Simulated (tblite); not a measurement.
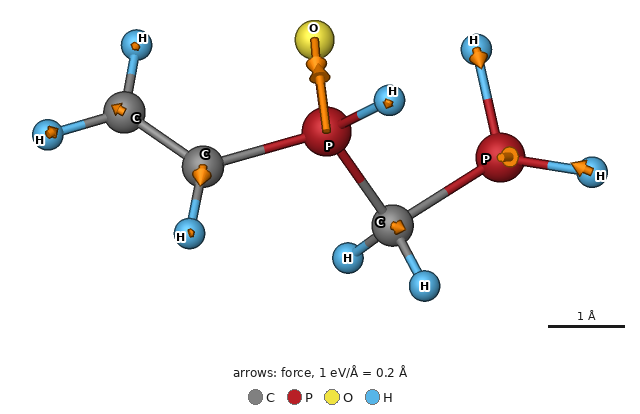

Starting geometry of C3H8OP2 with the computed forces as orange arrows. The picture is a ball-and-stick view, seen at a tilt.

Computed with GFN2-xTB geometry optimisation, gas phase (tblite 0.8.0). 

Q: What follows when this structure is relaxed?

A: It isn't relaxed: the largest force vector, on a P atom, is 5.50 eV/Å. The final displacements have little in common with the starting forces (cosine between the two patterns 0.23). After 72 geometry steps the energy has fallen by 122.4 kJ/mol. An H atom moves most after the best rigid fit: 0.90 Å. By element the largest moves are H 0.90 Å, P 0.41 Å, O 0.31 Å, C 0.14 Å. Among the contacts that change: O–P 1.548 → 1.461 Å, H–P 1.466 → 1.393 Å, C–P 1.795 → 1.835 Å, C–H 1.107 → 1.078 Å. Bond angles that change, for instance: H–P–H 108.4° → 91.6°, C–P–H 109.0° → 94.8°, C–P–H 108.0° → 94.8°. Groups turn about C–P by about 40°.
